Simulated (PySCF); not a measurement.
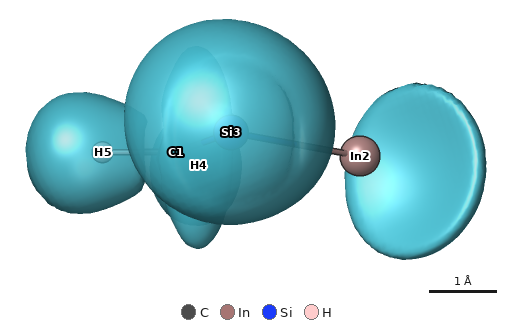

Figure 1: CH$_{2}$InSi (SMILES C=[Si][In]) (doublet). Isosurface of the ELF at 0.75 (cyan), seen from one side. Core shells and regions of very low density are left out.

Geometry: PBE0-D4/def2-SVP; core potentials replace the inner electrons of In.

These are results of Gaussian-basis quantum chemistry of an isolated molecule with PySCF, energy and nuclear gradient, functional PBE0 in PySCF 2.14.0, not measurements.

```xyz
5

C    -0.6467   -1.9942    0.5786
In    0.3962   -2.9793   -1.7924
Si   -0.5417   -0.7293   -0.6619
H    -0.3975   -3.0714    0.6217
H    -1.0482   -1.7041    1.5648
```

### What do the ELF domains correspond to?

The surface consists of one region between bonded C–Si atoms (shared pairs), two regions around hydrogen nuclei, one lobe on In, pointing away from the bonds (non-bonding electrons) and one lobe on Si, pointing away from the bonds (non-bonding electrons). Along the contacts the grid gives the following. C–Si (1.77 Å): the ELF peaks at about 0.90 between the atoms, as expected for localised, covalent bonding. In–Si (2.69 Å): the ELF peaks at about 0.55 in the valence shell of Si, 1.1 Å from its nucleus, and is about 0.40 at the midpoint.
